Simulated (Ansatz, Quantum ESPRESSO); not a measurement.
# Screening and band shifts of Y2CF2 MXene, 1 layer, part 4 of 6

Aim: how Y2CF2 MXene, 1 layer screens a field along its normal, and what the field does to its bands.

Quantum ESPRESSO 7.5; plane-wave DFT, PBE, GBRV ultrasoft pseudopotentials; geometry and cross-check by Ansatz 0.2.0 with PAW datasets.

So far. Step 5 (Bands along a path: no field): Along this path the valence top lies at Γ and the conduction bottom at M. Step 6 (SCF with pw.x: field 0.1 V/Å): The dipole goes from 0.0000 to 0.0317 e Å, 0.3175 e Å per V/Å.

### 7. Electrostatic potential

Input file f1.pot.in:

```
&inputpp
  prefix = 'f1'
  outdir = './out'
  filplot = 'f1.pot.dat'
  plot_num = 11
/
```

Command:

```console
$ OMP_NUM_THREADS=1 mpirun -n 4 pp.x -in f1.pot.in > f1.pot.out
```

Run time: 1 s. Hardware: 4 MPI ranks of Arm Neoverse V1, shared host; peak memory 0.11 GiB.

This step gave:

| Property | Result |
| --- | --- |
| slope of the potential above | 0.1000 eV/Å |
| upper vacuum line continued to the top atoms, over the valence top | 4.285 eV |
| slope of the potential below | 0.09998 eV/Å |
| lower vacuum line continued to the bottom atoms, over the valence top | 4.296 eV |

The slope in the vacuum is 0.100 eV/Å for an applied 0.10 V/Å, as it should be.

### 8. Ground state: field 0.2 V/Å

Input file f2.in:

```
&control
  prefix = 'f2'
  outdir = './out'
  pseudo_dir = './pseudo'
  calculation = 'scf'
  tprnfor = .true.
  tefield = .true.
  dipfield = .true.
/
&system
  ibrav = 0
  nat = 5
  ntyp = 3
  ecutwfc = 40
  ecutrho = 200
  occupations = 'smearing'
  smearing = 'fd'
  degauss = 0.004
  edir = 3
  emaxpos = 0.97
  eopreg = 0.04
  eamp = 0.00388938
/
&electrons
  conv_thr = 1e-09
  mixing_beta = 0.4
  electron_maxstep = 120
  mixing_mode = 'plain'
  startingpot = 'file'
/
ATOMIC_SPECIES
  F   18.9984  f_pbe_v1.4.uspp.F.UPF
  Y   88.9058  y_pbe_v1.4.uspp.F.UPF
  C   12.0110  c_pbe_v1.2.uspp.F.UPF
CELL_PARAMETERS angstrom
  3.57343448201826 0.00000000000000 0.00000000000000
  -1.78671724100913 3.09468504018710 -0.00000000000000
  0.00000000000000 0.00000000000000 21.90482870960000
ATOMIC_POSITIONS crystal
  F   0.333333333333 0.666666666667 0.383855075935
  Y   0.666666666667 0.333333333333 0.437354387368
  C   -0.000000000000 0.000000000000 0.499999963789
  Y   0.333333333333 0.666666666667 0.562645578140
  F   0.666666666667 0.333333333333 0.616144994769
K_POINTS automatic
  12 12 1 0 0 0
```

Command:

```console
$ cp -r out/f0.save out/f2.save
$ OMP_NUM_THREADS=1 mpirun -n 4 pw.x -nk 4 -in f2.in > f2.out
```

Output:

```text
[banner, memory and clock lines left out]
Program PWSCF v.7.5 starts
[...]
number of electrons       =        40.00
     number of Kohn-Sham states=           24
     kinetic-energy cutoff     =      40.0000  Ry
     charge density cutoff     =     200.0000  Ry
[...]
number of k points=    74  Fermi-Dirac smearing, width (Ry)=  0.0040
[...]
Dense  grid:    78043 G-vectors     FFT dimensions: (  32,  32, 192)
[...]
The initial density is read from file :
[...]
negative rho (up, down):  4.573E-04 0.000E+00
[...]
Starting wfcs are   38 randomized atomic wfcs
[...]
negative rho (up, down):  4.536E-04 0.000E+00
[...]
estimated scf accuracy    <       0.02213408 Ry
[...]
negative rho (up, down):  4.534E-04 0.000E+00
[...]
estimated scf accuracy    <       0.11997035 Ry
[...]
negative rho (up, down):  4.536E-04 0.000E+00
[...]
estimated scf accuracy    <       0.00026288 Ry
[...]
negative rho (up, down):  4.548E-04 0.000E+00
[...]
estimated scf accuracy    <       0.00001578 Ry
[...]
negative rho (up, down):  4.552E-04 0.000E+00
[...]
estimated scf accuracy    <       0.00000482 Ry
[...]
negative rho (up, down):  4.557E-04 0.000E+00
[...]
estimated scf accuracy    <       0.00000081 Ry
[...]
negative rho (up, down):  4.558E-04 0.000E+00
[...]
estimated scf accuracy    <       0.00000076 Ry
[...]
negative rho (up, down):  4.560E-04 0.000E+00
[...]
estimated scf accuracy    <       0.00000007 Ry
[...]
negative rho (up, down):  4.560E-04 0.000E+00
[...]
estimated scf accuracy    <       0.00000002 Ry
[...]
negative rho (up, down):  4.561E-04 0.000E+00
[...]
estimated scf accuracy    <          5.2E-09 Ry
[...]
negative rho (up, down):  4.561E-04 0.000E+00
[...]
Computed dipole along edir(3) :
        Dipole                0.1200 Ry au,          0.3051 Debye
        Dipole field          0.0009 Ry au,
        E field amplitude [Ha a.u.]:  3.8894E-03
        Potential amp.        0.2358 Ry
        Total length         39.7384 bohr
[...]
the Fermi energy is     0.8275 ev
!    total energy              =    -294.92301266 Ry
     estimated scf accuracy    <          1.5E-10 Ry
     smearing contrib. (-TS)   =      -0.00000024 Ry
     internal energy E=F+TS    =    -294.92301241 Ry
[...]
one-electron contribution =   -1817.41536055 Ry
     hartree contribution      =     915.44127100 Ry
     xc contribution           =     -77.31029076 Ry
     ewald contribution        =     684.36219083 Ry
     electric field correction =      -0.00082293 Ry
     convergence has been achieved in  11 iterations
     negative rho (up, down):  4.561E-04 0.000E+00
[...]
Total force =     0.009083     Total SCF correction =     0.000045
[...]
```

The job ended after 98 s (4 MPI ranks; peak memory 0.6 GiB).

Numbers from this step:

- free energy: -4012.6320 eV
- Fermi energy: 0.8275 eV
- dipole along the normal: 0.06352 e·Å
- valence top, on the run's zero: 0.2352 eV
- conduction bottom, on the run's zero: 1.376 eV

The dipole goes from 0.0000 to 0.0635 e Å, 0.3176 e Å per V/Å.

### 9. Electrostatic potential

Input file f2.pot.in:

```
&inputpp
  prefix = 'f2'
  outdir = './out'
  filplot = 'f2.pot.dat'
  plot_num = 11
/
```

Command:

```console
$ OMP_NUM_THREADS=1 mpirun -n 4 pp.x -in f2.pot.in > f2.pot.out
```

Wall time 1.1 s (4 MPI ranks); peak memory 0.11 GiB; 3.9 s of CPU time.

Read from the output:

| Quantity | Value |
| --- | --- |
| slope of the potential above | 0.2000 eV/Å |
| upper vacuum line continued to the top atoms, over the valence top | 4.282 eV |
| slope of the potential below | 0.2000 eV/Å |
| lower vacuum line continued to the bottom atoms, over the valence top | 4.303 eV |

The slope in the vacuum is 0.200 eV/Å for an applied 0.20 V/Å, as it should be.

### 10. Bands along a path: field 0.2 V/Å

Input file f2.bands.in:

```
&control
  prefix = 'f2.bands'
  outdir = './out'
  pseudo_dir = './pseudo'
  calculation = 'bands'
  tefield = .true.
  dipfield = .true.
/
&system
  ibrav = 0
  nat = 5
  ntyp = 3
  ecutwfc = 40
  ecutrho = 200
  occupations = 'smearing'
  smearing = 'fd'
  degauss = 0.004
  edir = 3
  emaxpos = 0.97
  eopreg = 0.04
  eamp = 0.00388938
  nbnd = 26
/
&electrons
  conv_thr = 1e-07
  mixing_beta = 0.4
  electron_maxstep = 120
  mixing_mode = 'local-TF'
/
ATOMIC_SPECIES
  F   18.9984  f_pbe_v1.4.uspp.F.UPF
  Y   88.9058  y_pbe_v1.4.uspp.F.UPF
  C   12.0110  c_pbe_v1.2.uspp.F.UPF
CELL_PARAMETERS angstrom
  3.57343448201826 0.00000000000000 0.00000000000000
  -1.78671724100913 3.09468504018710 -0.00000000000000
  0.00000000000000 0.00000000000000 21.90482870960000
ATOMIC_POSITIONS crystal
  F   0.333333333333 0.666666666667 0.383855075935
  Y   0.666666666667 0.333333333333 0.437354387368
  C   -0.000000000000 0.000000000000 0.499999963789
  Y   0.333333333333 0.666666666667 0.562645578140
  F   0.666666666667 0.333333333333 0.616144994769
K_POINTS crystal_b
4
  0.0000000000 0.0000000000 0.0000000000 14
  0.5000000000 0.0000000000 0.0000000000 14
  0.3333333333 0.3333333333 0.0000000000 14
  0.0000000000 0.0000000000 0.0000000000 1
```

Command:

```console
$ cp -r out/f2.save out/f2.bands.save
$ cp out/f2.xml out/f2.bands.xml
$ OMP_NUM_THREADS=1 mpirun -n 4 pw.x -nk 4 -in f2.bands.in > f2.bands.out
```

Output:

```text
[banner, memory and clock lines left out]
Program PWSCF v.7.5 starts
[citation notice left out]

[...]
bravais-lattice index     =            0
     lattice parameter (alat)  =       6.7528  a.u.
     unit-cell volume          =    1634.7026 (a.u.)^3
     number of atoms/cell      =            5
     number of atomic types    =            3
     number of electrons       =        40.00
     number of Kohn-Sham states=           26
     kinetic-energy cutoff     =      40.0000  Ry
     charge density cutoff     =     200.0000  Ry
     Exchange-correlation= SLA  PW   PBE  PBE
                           (   1   4   3   4   0   0   0)

[...]
PseudoPot. # 1 for F  read from file:
     ./pseudo/f_pbe_v1.4.uspp.F.UPF
     Pseudo is Ultrasoft, Zval =  7.0
     Generated by new atomic code, or converted to UPF format
     Using radial grid of  799 points,  4 beta functions with:
                l(1) =   0
                l(2) =   0
                l(3) =   1
                l(4) =   1
     Q(r) pseudized with  8 coefficients,  rinner =    0.950   0.950   0.950

     PseudoPot. # 2 for Y  read from file:
     ./pseudo/y_pbe_v1.4.uspp.F.UPF
     Pseudo is Ultrasoft + core correction, Zval = 11.0
     Generated by new atomic code, or converted to UPF format
     Using radial grid of  885 points,  6 beta functions with:
                l(1) =   0
                l(2) =   0
                l(3) =   1
                l(4) =   1
                l(5) =   2
                l(6) =   2
     Q(r) pseudized with  8 coefficients,  rinner =    1.200   1.200   1.200
                                                       1.200   1.200

     PseudoPot. # 3 for C  read from file:
     ./pseudo/c_pbe_v1.2.uspp.F.UPF
     Pseudo is Ultrasoft + core correction, Zval =  4.0
     Generated by new atomic code, or converted to UPF format
     Using radial grid of  721 points,  4 beta functions with:
                l(1) =   0
                l(2) =   0
                l(3) =   1
                l(4) =   1
     Q(r) pseudized with  8 coefficients,  rinner =    1.100   1.100   1.100

     atomic species   valence    mass     pseudopotential
     F                 7.00    18.99840     F ( 1.00)
     Y                11.00    88.90580     Y ( 1.00)
     C                 4.00    12.01100     C ( 1.00)

     No symmetry found

[...]
number of k points=    43  Fermi-Dirac smearing, width (Ry)=  0.0040
[...]
Dense  grid:    78043 G-vectors     FFT dimensions: (  32,  32, 192)

     Smooth grid:    55925 G-vectors     FFT dimensions: (  27,  27, 180)

     The potential is recalculated from file :
     ./out/f2.bands.save/charge-density

     negative rho (up, down):  4.561E-04 0.000E+00

     Adding external electric field

     Computed dipole along edir(3) :
        Dipole                0.1200 Ry au,          0.3051 Debye
        Dipole field          0.0009 Ry au,

        E field amplitude [Ha a.u.]:  3.8894E-03
        Potential amp.        0.2358 Ry
        Total length         39.7384 bohr

     Starting wfcs are   38 randomized atomic wfcs

     Band Structure Calculation
     Davidson diagonalization with overlap

     ethr =  2.50E-10,  avg # of iterations = 53.8

     End of band structure calculation

          k = 0.0000 0.0000 0.0000 (  6983 PWs)   bands (ev):

   -41.2969 -41.2286 -24.2186 -24.0468 -21.3043 -21.0992 -21.0992 -21.0354
   -21.0354 -20.8391  -8.0270  -5.7374  -5.6759  -5.6759  -5.4961  -5.4961
    -5.2918  -1.2424   0.2353   0.2353   2.7920   3.3612   3.3871   3.3871
     3.4755   3.5260

          k = 0.0357 0.0206 0.0000 (  6969 PWs)   bands (ev):

   -41.2960 -41.2280 -24.2198 -24.0482 -21.3203 -21.1020 -21.1015 -21.0365
   -21.0244 -20.8391  -8.0220  -5.7325  -5.6790  -5.6743  -5.5032  -5.4946
    -5.2816  -1.2258   0.1920   0.2301   2.8121   3.2972   3.4119   3.4242
     3.4829   3.5546

[...]
```

The job ended after 43 s (4 MPI ranks; peak memory 0.36 GiB).

Read from the output:

```
valence top, on the run's zero : 0.2353 eV
```

Band numbers count within the set of bands kept for display. The electronic bands at the labelled points (eV, zero at the highest filled level of the SCF mesh; v1 is the highest filled band, c1 the lowest empty one):

| point | v4 | v3 | v2 | v1 | c1 | c2 | c3 | c4 |
| --- | --- | --- | --- | --- | --- | --- | --- | --- |
| Γ | -5.53 | -1.48 | 0.00 | 0.00 | 2.56 | 3.13 | 3.15 | 3.15 |
| M | -5.40 | -1.58 | -0.61 | -0.17 | 1.14 | 4.32 | 4.80 | 5.04 |
| K | -5.39 | -1.23 | -1.22 | -0.61 | 2.99 | 3.93 | 3.97 | 4.65 |
| Γ | -5.53 | -1.48 | 0.00 | 0.00 | 2.56 | 3.13 | 3.15 | 3.15 |

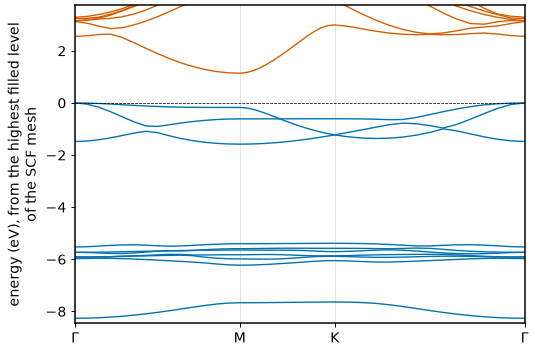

Electronic bands along the path; lines of filled and empty bands in two colours.

Upper empty bands that drop with the field can be states of the vacuum, held by the sawtooth; they depend on the cell's width.

Along this path the valence top lies at Γ and the conduction bottom at M.

### 11. Self-consistent run: field 0.3 V/Å

f3.in is the input of step 8 with these lines changed:

```diff
@@ -1,3 +1,3 @@
 &control
-  prefix = 'f2'
+  prefix = 'f3'
   outdir = './out'
@@ -21,3 +21,3 @@
   eopreg = 0.04
-  eamp = 0.00388938
+  eamp = 0.00583407
 /
```

Command:

```console
$ cp -r out/f0.save out/f3.save
$ OMP_NUM_THREADS=1 mpirun -n 4 pw.x -nk 4 -in f3.in > f3.out
```

Output:

```text
[banner, memory and clock lines left out]
Program PWSCF v.7.5 starts
[...]
number of electrons       =        40.00
     number of Kohn-Sham states=           24
     kinetic-energy cutoff     =      40.0000  Ry
     charge density cutoff     =     200.0000  Ry
[...]
number of k points=    74  Fermi-Dirac smearing, width (Ry)=  0.0040
[...]
Dense  grid:    78043 G-vectors     FFT dimensions: (  32,  32, 192)
[...]
The initial density is read from file :
[...]
negative rho (up, down):  4.573E-04 0.000E+00
[...]
Starting wfcs are   38 randomized atomic wfcs
[...]
negative rho (up, down):  4.478E-04 0.000E+00
[...]
estimated scf accuracy    <       0.05035893 Ry
[...]
negative rho (up, down):  4.475E-04 0.000E+00
[...]
estimated scf accuracy    <       0.27195342 Ry
[...]
negative rho (up, down):  4.481E-04 0.000E+00
[...]
estimated scf accuracy    <       0.00118115 Ry
[...]
negative rho (up, down):  4.513E-04 0.000E+00
[...]
estimated scf accuracy    <       0.00014929 Ry
[...]
negative rho (up, down):  4.521E-04 0.000E+00
[...]
estimated scf accuracy    <       0.00002139 Ry
[...]
negative rho (up, down):  4.533E-04 0.000E+00
[...]
estimated scf accuracy    <       0.00000355 Ry
[...]
negative rho (up, down):  4.537E-04 0.000E+00
[...]
estimated scf accuracy    <       0.00000497 Ry
[...]
negative rho (up, down):  4.541E-04 0.000E+00
[...]
estimated scf accuracy    <       0.00000076 Ry
[...]
negative rho (up, down):  4.542E-04 0.000E+00
[...]
estimated scf accuracy    <       0.00000005 Ry
[...]
negative rho (up, down):  4.542E-04 0.000E+00
[...]
estimated scf accuracy    <       0.00000003 Ry
[...]
negative rho (up, down):  4.543E-04 0.000E+00
[...]
estimated scf accuracy    <          3.3E-09 Ry
[...]
negative rho (up, down):  4.543E-04 0.000E+00
[...]
Computed dipole along edir(3) :
        Dipole                0.1801 Ry au,          0.4577 Debye
        Dipole field          0.0014 Ry au,
        E field amplitude [Ha a.u.]:  5.8341E-03
        Potential amp.        0.3537 Ry
        Total length         39.7384 bohr
[...]
the Fermi energy is     0.8419 ev
!    total energy              =    -294.92359617 Ry
     estimated scf accuracy    <          1.2E-10 Ry
     smearing contrib. (-TS)   =      -0.00000024 Ry
     internal energy E=F+TS    =    -294.92359593 Ry
[...]
one-electron contribution =   -1817.40944435 Ry
     hartree contribution      =     915.43559553 Ry
     xc contribution           =     -77.31008610 Ry
     ewald contribution        =     684.36219083 Ry
     electric field correction =      -0.00185184 Ry
     convergence has been achieved in  12 iterations
     negative rho (up, down):  4.543E-04 0.000E+00
[...]
Total force =     0.013597     Total SCF correction =     0.000027
[...]
```

The job ended after 1.7 min (4 MPI ranks; peak memory 0.6 GiB).

Read from the output:

```
free energy                          : -4012.6399 eV
Fermi energy                         : 0.8419 eV
dipole along the normal              : 0.09529 e·Å
valence top, on the run's zero       : 0.2496 eV
conduction bottom, on the run's zero : 1.391 eV
```

The dipole goes from 0.0000 to 0.0953 e Å, 0.3176 e Å per V/Å.

### 12. Potential by pp.x

Input file f3.pot.in:

```
&inputpp
  prefix = 'f3'
  outdir = './out'
  filplot = 'f3.pot.dat'
  plot_num = 11
/
```

Command:

```console
$ OMP_NUM_THREADS=1 mpirun -n 4 pp.x -in f3.pot.in > f3.pot.out
```

Run time: 1 s. Hardware: 4 MPI ranks; peak memory 0.11 GiB; 3.8 s of CPU time.

This step gave:

```
slope of the potential above                                          : 0.3000 eV/Å
upper vacuum line continued to the top atoms, over the valence top    : 4.279 eV
slope of the potential below                                          : 0.3000 eV/Å
lower vacuum line continued to the bottom atoms, over the valence top : 4.312 eV
```

The slope in the vacuum is 0.300 eV/Å for an applied 0.30 V/Å, as it should be.

Each curve counts from the valence top of its own run.

The potential energy (potential at 0 V/Å) oscillates, so the rows of the table below give means over windows of 2 Å about each position, cut where the curve ends. Its maxima inside the range that stand out by 2 % of the span (Å: eV): 10.5: -3.20, 11.4: -3.20. Its minima: 9.6: -20.0, 11.0: -5.09, 12.3: -20.0.

The runs together. Potential energy against z; means over each step:

| z (Å) | potential at 0 V/Å (eV) | potential at 0.1 V/Å (eV) | potential at 0.2 V/Å (eV) | potential at 0.3 V/Å (eV) |
| --- | --- | --- | --- | --- |
| 0 | 4.29 | 3.55 | 2.82 | 2.08 |
| 2 | 4.29 | 3.66 | 3.02 | 2.39 |
| 4 | 4.29 | 3.86 | 3.42 | 2.99 |
| 6 | 4.27 | 4.04 | 3.81 | 3.57 |
| 8 | -1.03 | -1.09 | -1.16 | -1.23 |
| 10 | -10.8 | -10.8 | -10.9 | -10.9 |
| 12 | -11.0 | -11.0 | -11.0 | -11.0 |
| 14 | -0.424 | -0.349 | -0.273 | -0.197 |
| 16 | 4.28 | 4.53 | 4.77 | 5.02 |
| 18 | 4.29 | 4.74 | 5.18 | 5.63 |
| 20 | 4.29 | 4.94 | 5.58 | 6.23 |

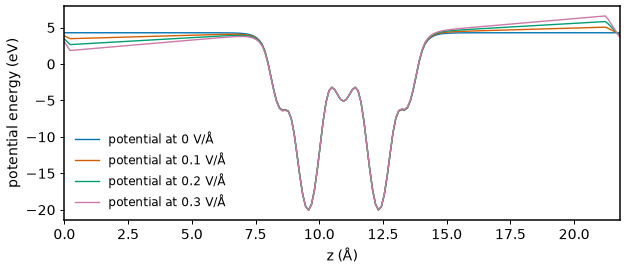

Potential energy, plotted against z.

(Part 4 of 6 ends here.)

[Logs are printed without paths, hosts, clocks, repeated set-up lines and the standing remarks that a program may print on its own settings, such as how far it seeks lower states.]

[Hosts, paths, dates, database ids (printed as entryN), source tags and the programs' standing remarks are cut or masked in the printed files.]

[Maps of the electrostatic potential energy from Ansatz leave out the sawtooth potential of an applied field or a dipole correction, so their vacuum need not be flat; planar profiles and work functions include it.]
